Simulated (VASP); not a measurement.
Energy against volume of HgTe (zinc blende). These are r2SCAN+rVV10, VASP's PBE PAW potentials (set 64) (plane waves; VASP) values and carry that method's errors.

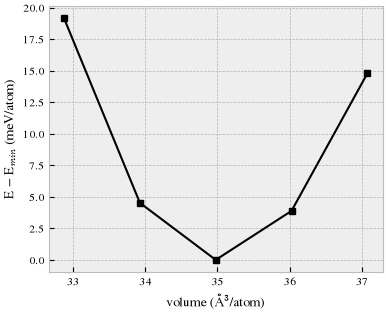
Energy against volume

Q: Estimate the equilibrium volume and the bulk modulus.

A: The minimum lies near 35.0 Å³/atom, and the curvature gives B0 of about 43 GPa.

Measured: bulk modulus 42.3 GPa (computed value off by +0.8 %), as given by Cormac Toher et al., Physical Review Materials (2017), arXiv:1611.05714; a 6.460 Å (computed value off by +1.3 %), as given by R. J. Cava et al., Journal of Materials Chemistry C (2013), arXiv:1302.1059. The calculation is for a static lattice, while the measured bulk modulus, a hold thermal and zero-point effects, which are part of the difference.

The compound is HgTe in the zinc blende structure. It was relaxed first.
